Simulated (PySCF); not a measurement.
# C8H8O2 (m-toluic acid): the cost of one run

Computed with PySCF 2.14.0 and routines of our own; the level stands in each step. Atoms count from 0.

## 1. The starting structure

18 atoms, charge 0, multiplicity 1; geometry from: GFN2-xTB.

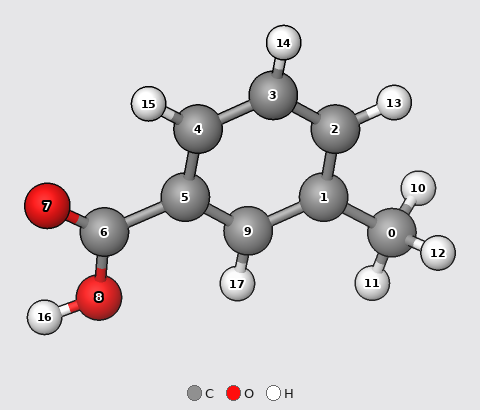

The starting geometry (carbon grey, oxygen red, hydrogen white).

## 2. Optimising the geometry at PBE0-D3(BJ)/def2-SVP

Job settings and geometry (Å):

```
{"job": {"xc": "PBE0", "basis": "def2-SVP", "d3": "d3bj", "grid": 2, "kind": "geom"}, "charge": 0, "multiplicity": 1}
C      2.486705    -0.908575    -0.325147
C      1.239407    -0.115676    -0.079139
C      1.325693     1.232337     0.258194
C      0.186931     1.983255     0.492873
C     -1.060942     1.398286     0.392713
C     -1.163381     0.050596     0.056559
C     -2.508565    -0.552243    -0.044961
O     -3.544507     0.037797     0.140938
O     -2.489654    -1.856334    -0.372747
C     -0.013315    -0.699582    -0.177001
H      3.087846    -0.437615    -1.101696
H      2.250456    -1.923456    -0.633553
H      3.089141    -0.952458     0.581658
H      2.300258     1.693243     0.336141
H      0.275469     3.027183     0.753963
H     -1.963539     1.962714     0.569257
H     -3.398646    -2.190038    -0.423698
H     -0.108116    -1.743117    -0.436010
```

Launch:

```console
$ OMP_NUM_THREADS=1 python excited_run.py task.json out
```

The driver reads the jobs from task.json and runs them one after another.

Q: Estimate the wall time and peak memory of this first job on 1 thread of Arm Neoverse V1, shared host.

About 2.5 min, with a peak of 0.82 GiB.
